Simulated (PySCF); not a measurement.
C7H6O, SMILES `O=C1C=CC=CC=C1`.

Level of theory: B3LYP/def2-SVP (PySCF), at a geometry from GFN2-xTB. No frequency check shows the geometry to be a minimum. A basis without diffuse functions makes polarisabilities too small.

Geometry (Å), atoms numbered from 1:

```
O1       2.5450   -0.0001    0.0000
C2       1.3195    0.0000    0.0000
C3       0.6050    1.2744    0.0000
C4      -0.7156    1.5581    0.0000
C5      -1.8318    0.6784    0.0000
C6      -1.8319   -0.6783    0.0000
C7      -0.7157   -1.5581    0.0000
C8       0.6049   -1.2745    0.0000
H9       1.2941    2.1117    0.0000
H10     -0.9794    2.6100    0.0000
H11     -2.7978    1.1680    0.0000
H12     -2.7980   -1.1678    0.0000
H13     -0.9796   -2.6099    0.0000
H14      1.2939   -2.1118    0.0000
```

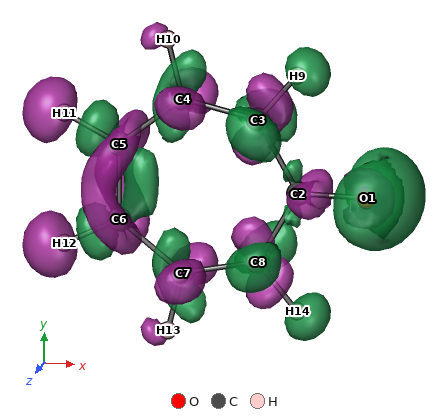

Change of the electron density in a uniform field of 0.21 V/Å, surfaces at ±0.003 e/Å³ (green: gain, purple: loss).

The field was applied in both directions; the picture shows the one opposite to the script's first.

> Along which Cartesian direction does the field point?

Along −x: electrons gather on the +x side, against the field.

> What dipole is induced, and what polarisability does it imply?

The induced dipole is 1.08 D (along the field); α along this axis, from the fields in both directions, is 107 bohr³ (15.8 Å³).
